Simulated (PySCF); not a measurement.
# [CoBr2]+: quintet, from a bent start

Aim: relax [CoBr2]+ as a quintet from a bent start, check by its vibrations whether the end is a minimum, and collect its spectrum and constants.

Computed with PySCF 2.14.0. Level: PBE0, basis Co def2-TZVP, Br def2-TZVP, no relativity, density fitting.

### 1 The starting structure

3 atoms, charge 1, spin multiplicity 5.

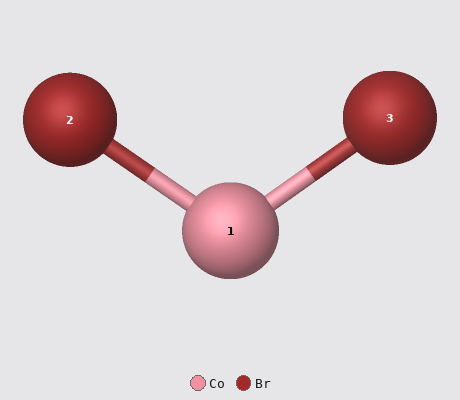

As it starts; cobalt pink, bromine red; atoms are numbered from 1 in the order of the file.

Z-matrix (Å, degrees; charge 1 multiplicity 5):
```
Co
Br 1 2.2050
Br 1 2.2050 2 110.00
```

### 2 First SCF at the start

The steps below are one call of a driver around PySCF. For each, scf.py gives the equivalent set-up of the SCF; relaxations use the driver's own optimiser. After this first run the driver tries any further starts and a stability analysis.

scf.py

```python
from pyscf import gto, scf, dft
mol = gto.M(atom='''
Co     0.000000     0.000000     0.000000
Br     1.806200     0.000000     1.264700
Br    -1.806200     0.000000     1.264700''',
    basis={'Co': 'def2-TZVP', 'Br': 'def2-TZVP'},
    charge=1, spin=4)
mf = dft.UKS(mol, xc='PBE0')
mf.grids.atom_grid = (50, 194)
aux = {'Co': 'def2-universal-JKFIT', 'Br': 'def2-universal-JKFIT'}
mf = mf.density_fit(auxbasis=aux)
mf.conv_tol = 1e-08
mf.diis_space = 10
mf.max_cycle = 60
mf.init_guess = 'minao'
mf.verbose = 4
mf.kernel()
```

The run is started by

```
$ OMP_NUM_THREADS=4 python axn.py task.json out
```

Further steps of the session: Relaxation: bent start, quintet; Is it a minimum? Harmonic modes.

Q: Predict the outcome of this session. Wanted: minimum; geometry; wavenumbers; dipole moment; highest occupied, lowest empty level; polar-tensor charge of Co1; zero-point energy; ⟨S²⟩.

The runs gave:

| quantity | value |
| --- | --- |
| minimum | quintet, D∞h |
| geometry | Co–Br 2.189 Å (×2); Br–Co–Br 180.0° |
| wavenumbers (cm⁻¹) | 52 (πu), 237 (σg+), 446 (σu+) |
| dipole moment (centre of mass) | 0.00 D |
| highest occupied, lowest empty level (either spin) | -14.26, -11.44 eV |
| polar-tensor charge of Co1 | +1.09 e |
| zero-point energy | 4.7 kJ/mol |
| entropy at 298.15 K | 318.7 J/(mol K) |
| ⟨S²⟩ | 6.018 |

**Reading.** From C2v at the start the molecule goes to a D∞h minimum. In the infrared the band at 446 cm⁻¹ (σu+) leads. Most of the spin sits on Co1 (Mulliken spin 2.85, against 4 for the whole molecule). Other starts or spin states, not run here, may lie lower. One determinant may miss the lowest occupation of an open d or f shell.
